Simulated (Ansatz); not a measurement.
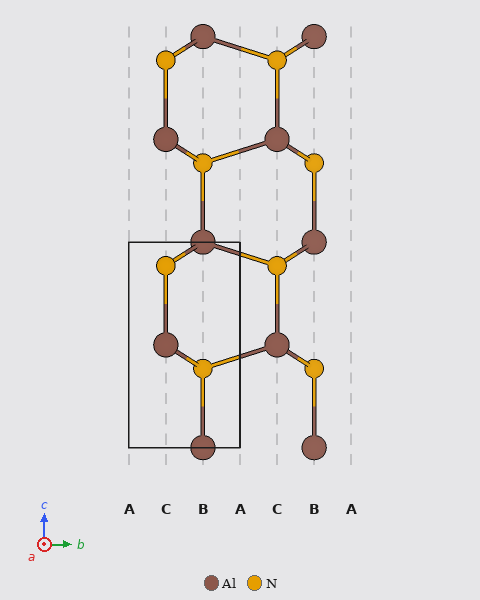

The picture looks along a close-packed row of the hexagonal mesh; c points upwards. The dashed lines mark the three columns A (0, 0), B (1/3, 2/3) and C (2/3, 1/3). The sequence starts with the first layer at or above the cell's origin.

AlN (space group P6_3mc, No. 186): a calculation's input that goes back to an entry of the Crystallography Open Database (an earlier step may have relaxed or displaced it).

Question: Read off the stacking sequence over one period.

Answer: Al(B) – N(B) – Al(C) – N(C) (four layers in 4.98 Å).

Question: How are the N layers alone stacked?

Answer: N layers alone: BC, the hexagonal close-packed type.

Question: Which positions between or in the N layers do the other atoms fill?

Answer: Al: two tetrahedral sites in each hexagonal cell.

Question: What short polytype symbol fits?

Answer: Polytype symbol 2H, the symbol of a tetrahedral polytype (number of double layers in the repeat and lattice).

Heights of the layers:

```tsv
layer	atoms (column)	height (Å)	to next (Å)
1	Al(B)	0.00	1.92
2	N(B)	1.92	0.57
3	Al(C)	2.49	1.92
4	N(C)	4.41	0.57
```
